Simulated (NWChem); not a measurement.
# BH2Br (SMILES BBr) at PBE/def2-SVP

Aim: the electronic atomisation energy of BH2Br at PBE/def2-SVP, from 4 runs. 

Program for the calculation: NWChem 7.3.0.

## 1. The structure to begin with

The species is BH2Br (4 atoms), meant as a singlet with charge 0. SMILES: `BBr`. The shape is that of a PBE0-D4/def2-TZVP optimisation.

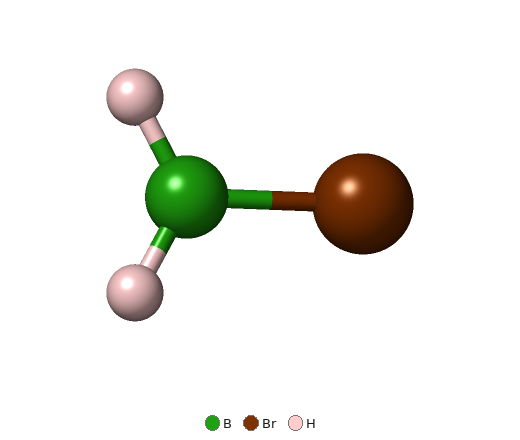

Viewed from a chosen angle; boron green, bromine brown, hydrogen pink.

## 2. The energy at PBE/def2-SVP (run 1)

File bbrh2.nw:

```
start bbrh2
title "BBrH2"
memory total 2200 mb
charge 0

geometry noautosym nocenter noautoz
  B    -0.153900    0.025000   -0.096900
  Br    1.470100   -0.363400    0.790800
  H    -1.111200   -0.617300    0.191700
  H    -0.149500    0.895400   -0.905900
end

basis "ao basis" spherical bse
  * library def2-SVP
end

dft
  xc xpbe96 cpbe96
  grid fine
  convergence energy 1e-08
  maxiter 100
  mulliken
  print low
end

task dft energy
```

The run is started by

```sh
$ nwchem bbrh2.nw > bbrh2.out
```

Output:

```text
[...]
 d= 0,ls=0.0,diis     1  -2599.4077695759 -2.67D+03  1.74D-02  3.18D-01     0.8
[...]
 d= 0,ls=0.0,diis     8  -2599.4440508524  9.85D-09  6.85D-06  1.26D-07     3.9
         Total DFT energy =    -2599.444050852350
      One electron energy =    -3749.911049175866
           Coulomb energy =     1178.535123194288
    Exchange-Corr. energy =      -95.657456296376
 Nuclear repulsion energy =       67.589331425604
[...]
      Total Density - Mulliken Population Analysis
     ---------------------------------------------
    Atom       Charge   Shell Charges
 -----------   ------   -------------------------------------------------------
    1 B    5     5.02   1.99  0.88  0.21  1.48  0.42  0.05
    2 Br  35    35.02   2.00  2.00  1.99  1.47  0.47  6.00  5.97  2.39  2.70  8.19  1.75  0.09
    3 H    1     0.98   0.74  0.23  0.01
    4 H    1     0.98   0.74  0.23  0.01
[...]
```

Run time: 4.8 s. Hardware: 1 thread of AMD EPYC 9R14 (Zen 4), shared host; peak memory 0.11 GiB.

## 3. The B atom, same level (run 2)

File b.nw:

```
start b
title "B PBE"
memory stack 880 mb heap 220 mb global 1100 mb
charge 0
geometry noautosym nocenter noautoz
  B        0.000000       0.000000       0.000000
end
basis spherical bse
  B library def2-SVP
end
dft
  xc xpbe96 cpbe96
  mult 2
  grid fine
  convergence energy 1e-08
  iterations 100
  mulliken
  print low
end
task dft
```

Run the same way, it converges to -24.58153 Eh (log not shown).

Run 3 isn't shown in full; the table further down has it.

## 4. The H atom (run 4)

File sp.nw:

```
START sp
TITLE "H PBE"
memory 2200 mb

GEOMETRY units atomic noautosym nocenter noautoz
  H    0.00000000   0.00000000   0.00000000
END

BASIS spherical bse
  H library def2-SVP
END

DFT
  xc xpbe96 cpbe96
  mult 2
  grid fine
  convergence energy 1e-08
  iterations 100
  mulliken
  print low
END

TASK dft energy
```

Run the same way, it converges to -0.49863 Eh (log not shown).

## 5. The series

```
run          level  partner   energy (Eh)  wall time
  1   PBE/def2-SVP     base  -2599.444051      4.8 s
  2  UPBE/def2-SVP    atoms    -24.581530     0.84 s
  3  UPBE/def2-SVP    atoms  -2573.407262        3 s
  4  UPBE/def2-SVP    atoms     -0.498629     0.74 s
```

## 6. Results

At PBE/def2-SVP:

| quantity | value |
| --- | --- |
| H atom: total energy | -0.49863 Eh |
| H atom: ⟨S²⟩ | 0.750 |
| electronic atomisation energy | 12.463 eV |

**Reading.** Taking the molecule apart into free atoms costs 12.46 eV (1202 kJ/mol), before zero-point energy and without spin-orbit coupling. All runs together took 9.4 s, the longest 4.8 s.
